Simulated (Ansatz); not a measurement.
# BH2SF (SMILES FBS) at SVWN5/STO-3G

Aim: the vertical singlet–triplet gap of BH2SF at SVWN5/STO-3G, from 2 runs. 

Program for the calculation: Ansatz 0.2.0.

65 further runs of the same task are left out: 65 set aside as unsound or not needed.

## 1. Starting point

BH2SF has 5 atoms, charge 0, and is taken as a singlet. SMILES: `FBS`. The coordinates come from a PBE0-D4/def2-TZVP relaxation. This is one conformer, not always the lowest.

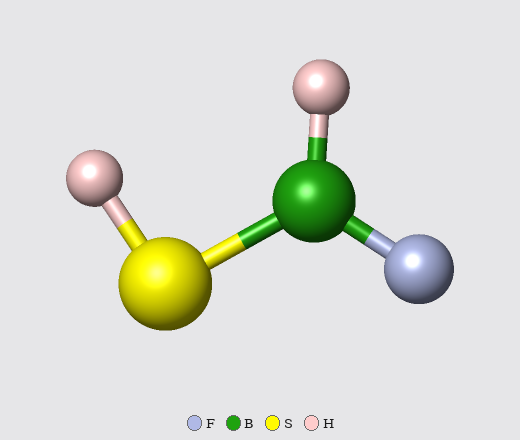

Viewed from a chosen angle; fluorine light blue, boron green, sulfur yellow, hydrogen pink.

## 2. A single-point energy at SVWN5/STO-3G

job.yaml reads:

```yaml
crystal:
  periodic: [false, false, false]
  atoms:
    - {symbol: F, position_ang: [-1.119100, -0.905900, -1.069200]}
    - {symbol: B, position_ang: [-0.412800, -0.339100, -0.106100]}
    - {symbol: S, position_ang: [0.972400, 0.698600, -0.579400]}
    - {symbol: H, position_ang: [-0.712000, -0.530900, 1.033700]}
    - {symbol: H, position_ang: [1.321400, 1.003700, 0.679600]}
basis:
  gaussian: {orbitals: STO-3G}
accuracy: high
magnetization: {spin_polarized: false, initial_magnetization: 0}
total_charge: 0
hamiltonian: {xc: {name: SVWN5}}
```

The run is started by

```bash
$ ansatz run job.yaml --threads 1 --pin off --max-ram 2610MiB --events-out events.jsonl --progress --plain --runs-dir runs
```

The log of the run:

```text
Warning: RAYON_NUM_THREADS=1 ignored (pool sized by the plan → 1); use --threads N
Functional definition: SVWN5
  name "SVWN5"
  exchange = slater_x
  correlation = vwn5_c
371 factors; integrals over basis functions are off by at most 2.9e-8 eV
mean field evaluation 1: about -14031.3228 eV, gradient 6.4e0 eV
mean field evaluation 2: about -14031.3861 eV, gradient 4.6e0 eV
mean field evaluation 4: about -14031.4675 eV, gradient 5.2e-1 eV
mean field evaluation 8: about -14031.4113 eV, gradient 3.8e-3 eV
mean field evaluation 16: about -14031.4113 eV, gradient 6.0e-8 eV
mean field -14031.41133850 eV, -515.6448558577 hartree, gradient 6.0e-8 eV, S^2 0.000000; 0 other end points of the search recorded, 0 dependent functions left out
reference -14031.41134004 eV, -515.6448559142 hartree; 16, 16 occupied and 5, 5 virtual orbitals, 371 factors
Total energy: -14031.41134004 eV, -515.6448559142 hartree
```

Wall time 0.76 s (1 thread of Arm Neoverse V1, shared host); peak memory 0.093 GiB.

## 3. The triplet, same level

job.yaml: that of step 2 with these lines changed.

```diff
@@ -1 +1,3 @@
+basis:
+  gaussian: {orbitals: STO-3G}
 crystal:
@@ -8,7 +10,4 @@
     - {symbol: H, position_ang: [1.321400, 1.003700, 0.679600]}
-basis:
-  gaussian: {orbitals: STO-3G}
+magnetization: {spin_polarized: true, initial_magnetization: 2}
+hamiltonian: {xc: {name: SVWN5}}
 accuracy: high
-magnetization: {spin_polarized: false, initial_magnetization: 0}
-total_charge: 0
-hamiltonian: {xc: {name: SVWN5}}
```

The run is started by

```bash
$ ansatz run job.yaml --threads 1 --pin off --max-ram 2610MiB --events-out events.jsonl --progress --plain --runs-dir runs
```

The log of the run:

```text
Warning: RAYON_NUM_THREADS=1 ignored (pool sized by the plan → 1); use --threads N
[... 4 set-up lines as earlier in the session ...]
371 factors; integrals over basis functions are off by at most 2.9e-8 eV
mean field evaluation 1: about -14023.4527 eV, gradient 1.3e1 eV
mean field evaluation 2: about -14005.4136 eV, gradient 3.1e1 eV
mean field evaluation 4: about -14023.1399 eV, gradient 1.5e1 eV
mean field evaluation 8: about -14023.9512 eV, gradient 9.0e0 eV
mean field evaluation 16: about -14025.2209 eV, gradient 3.9e-3 eV
mean field evaluation 32: about -14025.2201 eV, gradient 1.4e-1 eV
mean field -14025.22085099 eV, -515.4173596379 hartree, gradient 5.7e-8 eV, S^2 2.000937; 4 other end points of the search recorded, 0 dependent functions left out
reference -14025.22085254 eV, -515.4173596945 hartree; 17, 15 occupied and 4, 6 virtual orbitals, 371 factors
Total energy: -14025.22085254 eV, -515.4173596945 hartree
```

Run time: 2.3 s. Hardware: 1 thread of Arm Neoverse V1, shared host; peak memory 0.11 GiB.

## 4. Summary of results

At SVWN5/STO-3G:

| quantity | value |
| --- | --- |
| singlet: total energy | -515.64486 Eh |
| triplet: total energy | -515.41736 Eh |
| triplet: ⟨S²⟩ | 2.001 |
| vertical energy of the triplet above the singlet | 6.190 eV |

**Reading.** At this shape the triplet lies 6.19 eV (143 kcal/mol) above the singlet. In a minimal basis such a difference can be off by several eV, whatever the method.
